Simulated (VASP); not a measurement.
Band structure of LaAl2BRu2 (space group P4/mmm). Method: LDA (Ceperley-Alder, Perdew-Zunger), VASP's LDA PAW potentials (set 64) (plane waves; VASP 6.6.1).

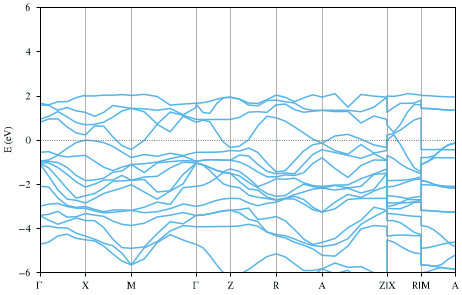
Bands along high-symmetry lines, zero at the valence-band maximum or, without a gap, the Fermi level

### Question
Read the plot: is there a gap, and where are the band edges?

### Answer
It has no gap at this level: it comes out as a metal or semimetal.

The structure comes from a measured LaAl2BRu2 entry of the Crystallography Open Database, whose conditions weren't checked. The cell was not relaxed at this level. The k-mesh is coarse (spacing up to 0.37 per Å, 2π included), so the numbers may not be converged in it.
